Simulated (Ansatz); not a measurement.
A series of calculations on AlSiH4OF

**1. Relaxation**

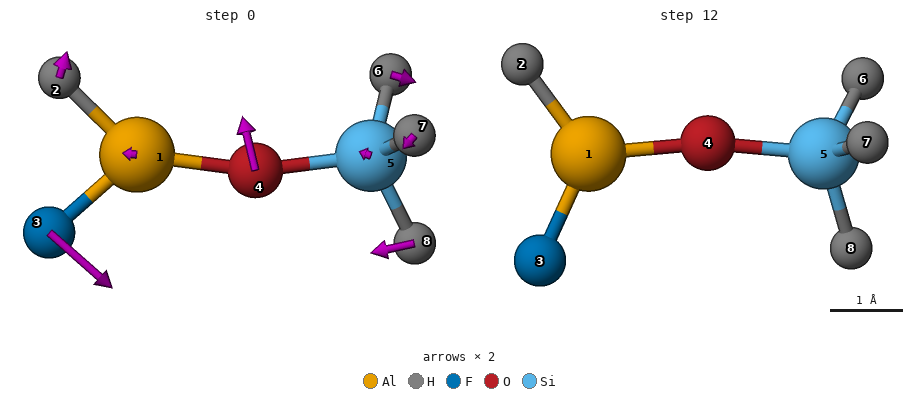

The structure of AlSiH$_{4}$OF before (left) and after (right) a relaxation, at one scale. The purple arrows give the displacements, 2 times their true length.

A ball-and-stick model, seen face on.

The run prepares an end point of a later path (reaction) calculation, from a guessed geometry.

Theory: Ansatz 0.2.0, RKS PBE0-D4/6-31G*. (no spin polarisation; force threshold 0.03 eV/Å; at most 50 steps)

Question: Summarise the run.

Answer: The energy falls by 61.6 kJ/mol in 9 accepted moves (12 points after the start). The largest force component goes from 1.5 to 0.0061 eV/Å. The line search rejected the trial steps at points 3, 7, 10 of the run. The atom that moves furthest after the best rigid fit is F3 (0.60 Å). By element the largest moves are F 0.60 Å, O 0.40 Å, H 0.32 Å, Al 0.11 Å, Si 0.09 Å. Some distances before and after: Al1–H2 1.542 → 1.571 Å, Al1–O4 1.677 → 1.687 Å, O4–Si5 1.646 → 1.641 Å. Bond angles that change, for instance: H2–Al1–F3 86.3° → 119.2°, H2–Al1–O4 142.8° → 121.4°, F3–Al1–O4 130.9° → 119.4°. Cost: 19 s on 1 thread of AMD EPYC 9R45 96-Core Processor (Zen 5), on a shared host, peak memory 0.19 GiB.

**2. Relaxation**

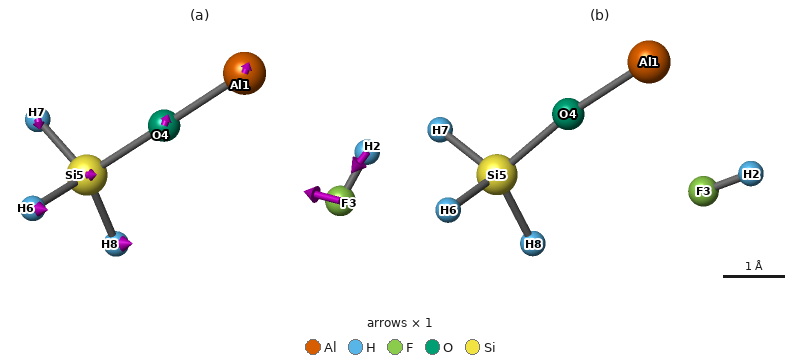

The structure of AlSiH₄OF before (left) and after (right) a relaxation, at one scale. The purple arrows give the displacements, at their true length.

Style: ball-and-stick. Shown at a tilt.

The run prepares an end point of a later path (reaction) calculation, from a guessed geometry.

These are results of RKS PBE0-D4/6-31G* (Ansatz), not measurements. (no spin polarisation; force threshold 0.03 eV/Å; at most 50 steps)

Question: Summarise the run.

Answer: The energy falls by 1.22 kcal/mol in 12 accepted moves (13 points after the start). Largest force component: 0.19 eV/Å at the start, 0.024 eV/Å at the end. The line search rejected the trial step at point 1 of the run. The largest move after the best rigid fit is that of F3, 0.73 Å. Largest moves by element: F 0.73 Å, H 0.46 Å, O 0.20 Å, Al 0.20 Å, Si 0.19 Å. Some distances before and after: Al1–F3 2.885 → 2.446 Å, Al1–O4 1.715 → 1.723 Å, H2–F3 0.931 → 0.938 Å, O4–Si5 1.647 → 1.641 Å. Among the angles between lasting bonds that change: Al1–O4–Si5 179.3° → 172.3°.

Limits of the set-up: the start holds two separate molecules, 2.8 Å apart at their closest, whose relative position is a soft coordinate.

**3. Path**

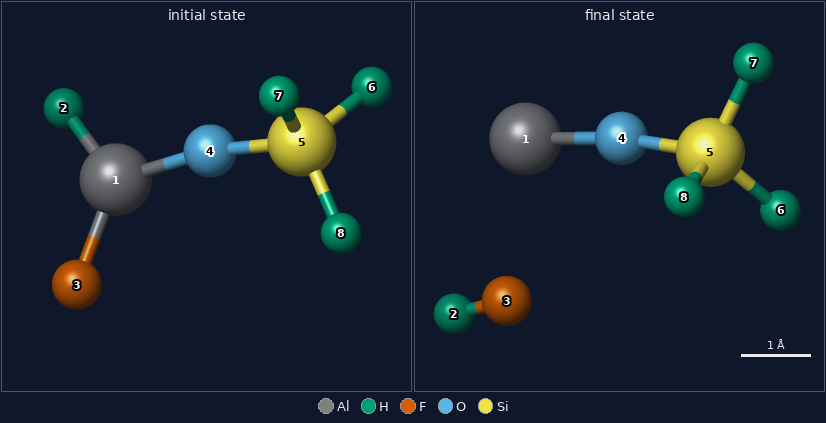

The two relaxed end points of a path for AlSiH$_{4}$OF. Style: ball-and-stick. Shown at a tilt.

Computed with RKS PBE0-D4/6-31G* (Ansatz).

Run with 9 movable images; climbing image; force threshold 0.03 eV/Å; iteration limit 60.

Start:
```xyz
8

Al    0.3245   -0.0604    0.3062
H     0.7875    0.1046    1.7988
F     1.3392    0.4093   -0.9066
O    -1.1849   -0.7059   -0.0807
Si   -2.5720   -1.2888   -0.7362
H    -3.0056   -2.5097   -0.0013
H    -3.6499   -0.2651   -0.6409
H    -2.3802   -1.6442   -2.1704
```

End:
```xyz
8

Al   -0.5541    0.8884    0.8445
H     1.9837   -0.1853    0.4832
F     1.2348   -0.6092    0.1112
O    -1.6923   -0.1254    0.0414
Si   -2.6043   -1.2157   -0.7778
H    -2.6218   -2.5334   -0.0767
H    -4.0153   -0.7436   -0.9019
H    -2.0718   -1.4361   -2.1550
```

Question: Predict the minimum-energy path and its barrier.

Answer: The energy climbs by 305.4 kJ/mol to image 5 and then falls by 65.9 kJ/mol, so the end point sits at +239.5 kJ/mol. Breaking: Al1–F3 (1.65 → 1.85 at the top → 2.45 Å), Al1–H2 (1.57 → 1.73 at the top → 2.78 Å). Forming: H2–F3 (2.78 → 1.24 at the top → 0.94 Å). The band converged in 31 iterations, with a climbing image at the top. At the top, the vibrational analysis gives one imaginary mode (1247i cm⁻¹), as a transition state must have.

Energies of the converged images:

| image | path (Å) | E (kJ/mol) |
| --- | --- | --- |
| 0 | 0.00 | 0.0 |
| 1 | 0.56 | 0.0 |
| 2 | 1.13 | 0.7 |
| 3 | 1.69 | 29.7 |
| 4 | 2.25 | 162.4 |
| 5 | 2.82 | 305.4 |
| 6 | 3.30 | 251.7 |
| 7 | 3.79 | 241.5 |
| 8 | 4.28 | 240.1 |
| 9 | 4.77 | 239.7 |
| 10 | 5.25 | 239.5 |

The geometry at the top of the path:

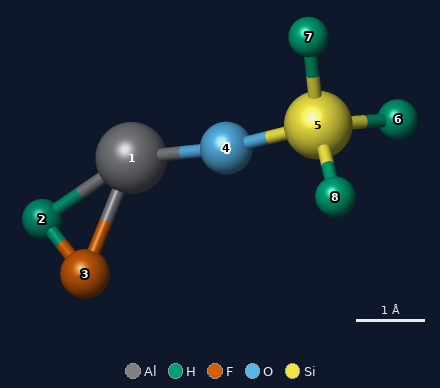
